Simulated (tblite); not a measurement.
Relaxed scan of C4H10B2O

The run: relaxed scan of C4H10B2O, SMILES BOB(C)C(=C)C. Method and program: GFN2-xTB relaxed scan under a harmonic restraint, gas phase (tblite 0.8.0).

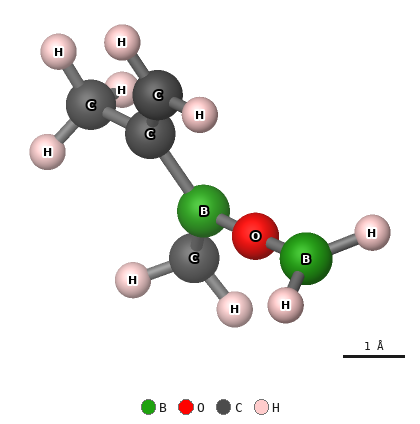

**Figure 1.** The structure (ball-and-stick view, seen at a tilt). Bond lengths as drawn: B–C 1.59 to 1.60 Å, B–H 1.18 Å, B–O 1.29 to 1.31 Å, C–C 1.33 to 1.50 Å and C–H 1.08 to 1.09 Å.

The input
```
{"job": {"xc": "GFN2-xTB", "basis": "xTB", "coordinate": [["t", [7, 0, 1, 2], 0.5], ["t", [8, 0, 1, 2], 0.5]], "kind": "drive"}, "charge": 0, "multiplicity": 1}
B      2.496808     1.462492    -0.051875
O      1.539707     0.592042    -0.001844
B      0.538274    -0.245737     0.042263
C      0.816686    -1.812509     0.199792
C     -0.944870     0.314896    -0.061601
C     -1.175709     1.620134    -0.183992
C     -2.093896    -0.653456    -0.020497
H      2.964920     1.757438    -1.096268
H      2.896961     1.949563     0.947853
H      0.405466    -2.371493    -0.637872
H      1.879282    -2.035480     0.257625
H      0.346025    -2.207043     1.097618
H     -2.172030     2.030788    -0.256701
H     -0.367561     2.333669    -0.216476
H     -2.012711    -1.366826    -0.838856
H     -2.075660    -1.218670     0.909708
H     -3.048693    -0.137777    -0.098786
```

The first line tells a small driver script what to run in tblite; the rest is the geometry in Å.

Launched with:
```bash
OMP_NUM_THREADS=1 python <driver script> task.json out
```

The program's output
```
point  coordinate     E/eV
  0     16.500     -551.14756
  1     31.300     -551.14581
  2     46.400     -551.14764
  3     61.400     -551.14397
  4     76.400     -551.14744
  5     91.400     -551.14283
  6    106.500     -551.14674
  7    121.500     -551.12344
  8    136.500     -551.08312
  9    151.200     -551.11074
 10    166.500     -551.14691
 11    181.200     -551.14084
```

Results in brief

```json
{"quantity": "outcome", "value": "converged"}
{"quantity": "hardware", "value": "1 CPU thread, shared host"}
{"quantity": "wall time", "value": "4.9 s"}
{"quantity": "peak memory", "value": "0.19 GiB"}
```
